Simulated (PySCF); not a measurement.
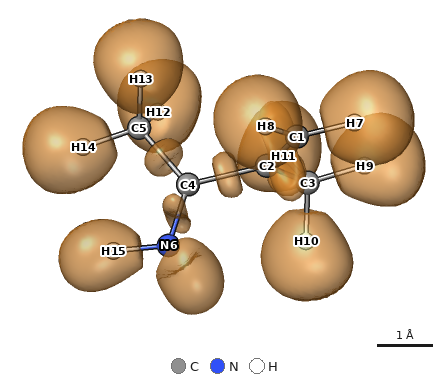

The picture shows: C5H9N (SMILES [H]/N=C(\C)C(=C)C). Isosurface of the electron localisation function at 0.85 (orange), seen from one side. Core shells and regions of very low density are left out.

Geometry: PBE0-D3(BJ)/def2-SVP.

These are results of PBE0/pcSseg-1, SCF density, gas phase, non-relativistic in PySCF 2.14.0, not measurements.

```yaml
atoms:
  - { symbol: C, position_ang: [-1.3169, -0.0374, 1.3804] }
  - { symbol: C, position_ang: [-0.5741, -0.3628, 0.3195] }
  - { symbol: C, position_ang: [-0.2896, -1.7730, -0.1001] }
  - { symbol: C, position_ang: [0.0268, 0.7040, -0.5478] }
  - { symbol: C, position_ang: [1.4461, 1.0804, -0.2152] }
  - { symbol: N, position_ang: [-0.6777, 1.1956, -1.4844] }
  - { symbol: H, position_ang: [-1.7587, -0.8064, 2.0209] }
  - { symbol: H, position_ang: [-1.5188, 1.0066, 1.6348] }
  - { symbol: H, position_ang: [-0.7279, -2.4985, 0.5992] }
  - { symbol: H, position_ang: [-0.7074, -1.9537, -1.1040] }
  - { symbol: H, position_ang: [0.7940, -1.9668, -0.1668] }
  - { symbol: H, position_ang: [2.0924, 0.1890, -0.1837] }
  - { symbol: H, position_ang: [1.4868, 1.5316, 0.7890] }
  - { symbol: H, position_ang: [1.8585, 1.7920, -0.9454] }
  - { symbol: H, position_ang: [-0.1335, 1.8995, -1.9965] }
```

> Where are the electrons localised?

The ELF exceeds this value in four regions between bonded C–C atoms (shared pairs), one region between bonded C–N atoms (shared pairs), nine regions around hydrogen nuclei and one lobe on N, pointing away from the bonds (lone pairs).

Values along the shortest contacts:
C–N (1.27 Å): the ELF peaks at about 0.90 between the atoms (a short, multiple covalent bond). C–C (1.34 Å): the ELF peaks at about 0.90 between the atoms; a short, multiple covalent bond.
